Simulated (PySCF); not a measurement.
C2H8BeSi, SMILES C[CH2][Be][SiH3], singlet, PBE0/def2-SVP optimised geometry. Atoms within 1.6 Å of the plane z = 0.0 Å (x, y, z in Å): Be1 (-0.37, -0.25, 0.00), C2 (1.32, -0.25, 0.00), C3 (2.03, 0.45, 1.17), H4 (1.65, 0.20, -0.96), H5 (1.66, -1.30, -0.06), H7 (1.77, 1.52, 1.23), H8 (3.13, 0.39, 1.08), Si9 (-2.56, -0.27, -0.03), H10 (-3.13, 0.89, -0.80), H11 (-3.15, -0.18, 1.35), H12 (-3.11, -1.52, -0.65).

Computed with PBE0/def2-TZVP in PySCF. Cells within 0.4 Å of a nucleus heavier than hydrogen are left out (blank, or x).

Map of the electrostatic potential (hartree/e), clipped to [-0.08, 0.12] on the plane z = 0.0 Å:

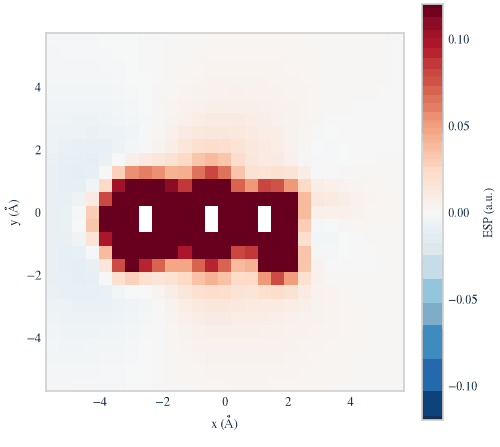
*Electrostatic potential (hartree/e), clipped to [-0.08, 0.12] on the plane z = 0.0 Å.*
